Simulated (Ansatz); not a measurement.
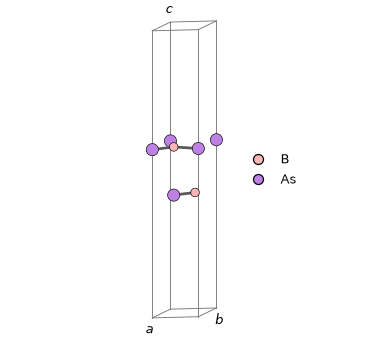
Figure: The relaxed cell of a stack of sheets

Methods: PBE+D3(BJ) (plane waves to 420 eV, PAW; Ansatz, a quantum-chemistry and plane-wave program); PBE+D3(BJ) with spin-orbit coupling (plane waves to 420 eV, PAW; Ansatz). Geometries and values that name no level are of the first. Values not marked SOC have no spin–orbit coupling; PBE gaps are too small against experiment. Its k-point mesh 12×12×1, Fermi–Dirac width 0.01 eV. A dipole correction is on.

Q: Which stack is drawn? Give its spacing, binding and gap.

A: This is not unique; one that fits is 2 layers of BAs-ML, started at parallel, shifted by (1/3,2/3) (facing B atop As, held by symmetry; BAs-ML a predicted or substrate-bound sheet, here free).
* **gap between facing atomic planes**: 3.58 Å
* **step of the vacuum level across the stack (top less bottom)**: +0.11 eV
* **interaction energy of the frozen layers**: -19.9 meV/Å²
* **interaction energy without the D3 term at this geometry**: +2.8 meV/Å²
* **PBE gap over the mesh and listed points off it**: 0.65 eV, direct
* **valence and conduction edges under the vacuum level of the lower face**: 4.89 and 4.24 eV
* **PBE+SOC gap at the same geometry**: 0.65 eV
